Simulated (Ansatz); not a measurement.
# A computed series for hypothetical CsCl type TiAs: pressure series

The parent structure is TiAs in the CsCl type structure (space group Pm-3m, No. 221; a = 3.1508 Å; a hypothetical phase, not in the database extracts checked).

Cell and atoms are relaxed at each pressure.

Method: plane-wave PAW DFT at the PBEsol level (Ansatz, a first-principles code, 420 eV), spin-orbit coupling left out.

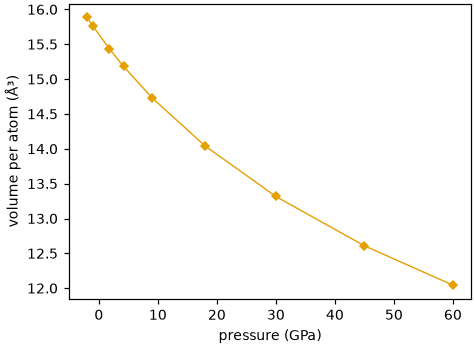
Figure: Volume against pressure

### Question
Estimate the zero-pressure bulk modulus from the plot.

### Answer
About 130 GPa; a third-order Birch–Murnaghan fit to the points gives V₀ = 15.64 Å³/atom, B₀ = 134 GPa and B₀′ = 4.1.

Load acts through the strain it causes; cell and atoms are relaxed under it. Stability against distortions was not tested. No other phases were tried under pressure. All final runs are without spin polarisation. An odd electron count without spin: TiAs. TiAs has a high density of states at the Fermi level and may be magnetic at this level.
